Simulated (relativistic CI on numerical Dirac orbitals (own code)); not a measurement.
# Dy³⁺: one ion under different settings

Aim: see what numerical and physical settings do to the SCF, the total energy and the lowest levels of Dy³⁺.

Method: Dirac-Coulomb-Breit CI, KLI orbitals optimised for each configuration, model QED (radiative potential, 1s self-energy scaled to tabulated hydrogen-like ionisation energies), numerical settings as typed. Code: relativistic CI on numerical Dirac orbitals (own code) version 3.

## 1. Starting point

| Item | Value |
| --- | --- |
| ion | Dy³⁺ (Dy IV) |
| nuclear charge | 66 |
| electrons | 63 |
| isotope | A = 164 |

## 2. Usual settings

The run's settings:

```ini
atom Dy  Z=66  charge=3  electrons=63
nucleus A=164  rms_radius_fm=5.2218
hamiltonian dirac-coulomb  breit=on  qed=on  c_scale=1
orbitals kli  potential=per-configuration
slater_scale 1
correlation none
mixing on
grid step=0.0125 r_max=50.3
scf mixing=0.4 start=green max_iterations=150 tolerance=2e-08 node_fill=0.05
configurations
  [Xe] 4f9
end
```

Run with:

```bash
> python run_levels.py task.json out
```

One command runs all members of the session, one after another, from task.json.

## 3. Potential mixing 0.05, grid step 0.04, Slater scale 1.2

The run's settings:

```ini
atom Dy  Z=66  charge=3  electrons=63
nucleus A=164  rms_radius_fm=5.2218
hamiltonian dirac-coulomb  breit=on  qed=on  c_scale=1
orbitals kli  potential=per-configuration
slater_scale 1.2
correlation none
mixing on
grid step=0.04 r_max=50.3
scf mixing=0.05 start=green max_iterations=150 tolerance=2e-08 node_fill=0.05
configurations
  [Xe] 4f9
end
```

## 4. QED terms off

The run's settings:

```ini
atom Dy  Z=66  charge=3  electrons=63
nucleus A=164  rms_radius_fm=5.2218
hamiltonian dirac-coulomb  breit=on  qed=off  c_scale=1
orbitals kli  potential=per-configuration
slater_scale 1
correlation none
mixing on
grid step=0.0125 r_max=50.3
scf mixing=0.4 start=green max_iterations=150 tolerance=2e-08 node_fill=0.05
configurations
  [Xe] 4f9
end
```

## 5. Speed-of-light factor 10

Changes to the settings of step 4:

```diff
@@ -2,3 +2,3 @@
 nucleus A=164  rms_radius_fm=5.2218
-hamiltonian dirac-coulomb  breit=on  qed=off  c_scale=1
+hamiltonian dirac-coulomb  breit=on  qed=on  c_scale=10
 orbitals kli  potential=per-configuration
```

## 6. Tolerance 0.0001

The run's settings:

```ini
atom Dy  Z=66  charge=3  electrons=63
nucleus A=164  rms_radius_fm=5.2218
hamiltonian dirac-coulomb  breit=on  qed=on  c_scale=1
orbitals kli  potential=per-configuration
slater_scale 1
correlation none
mixing on
grid step=0.0125 r_max=50.3
scf mixing=0.4 start=green max_iterations=150 tolerance=0.0001 node_fill=0.05
configurations
  [Xe] 4f9
end
```

(Steps that only read results are left out.)

**Question.** What will these runs give? Wanted: lowest level, usual settings; total energy; first excitation.

The runs gave:

| setting | total energy less usual (Ha) | largest shift of a level among the lowest eight of both runs, same label and place (cm⁻¹) | SCF iterations | time | lowest level | kind of change |
| --- | --- | --- | --- | --- | --- | --- |
| usual | 0 | 0 | 14 | 0.1 s | 4f9 6H°15/2 | - |
| potential mixing 0.05, grid step 0.04, Slater scale 1.2 | -0.0527 | 1580 | 35 | 0.072 s | 4f9 6H°15/2 | model term |
| QED terms off | -7.75 | 43.8 | 14 | 0.091 s | 4f9 6H°15/2 | model term |
| speed-of-light factor 10 | 501 | 10100 | 13 | 0.1 s | 4f9 6H°15/2 | unphysical constant |
| tolerance 0.0001 | -1.13e-06 | 0.00818 | 10 | 0.095 s | 4f9 6H°15/2 | numerical |

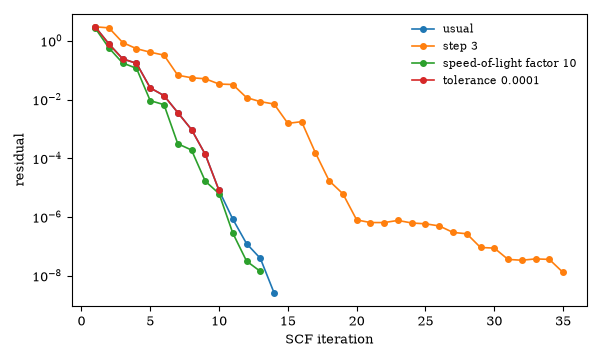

Residual of the first configuration's SCF.

```
                    quantity           value
lowest level, usual settings     4f9 6H°15/2
                total energy  -12141.1435 Ha
            first excitation     3418.1 cm⁻¹
```

What this shows: Among the runs whose levels can be followed, they move most under «speed-of-light factor 10» (unphysical constant), by up to 10100 cm⁻¹. No visible change in the result comes from «tolerance 0.0001». «Potential mixing 0.05, grid step 0.04, Slater scale 1.2» costs 35 SCF iterations against 14. Only the listed configurations are in the model. In a near-neutral ion this small CI can misplace whole configurations by 10,000 cm⁻¹ or more, above all where the count of f electrons changes.
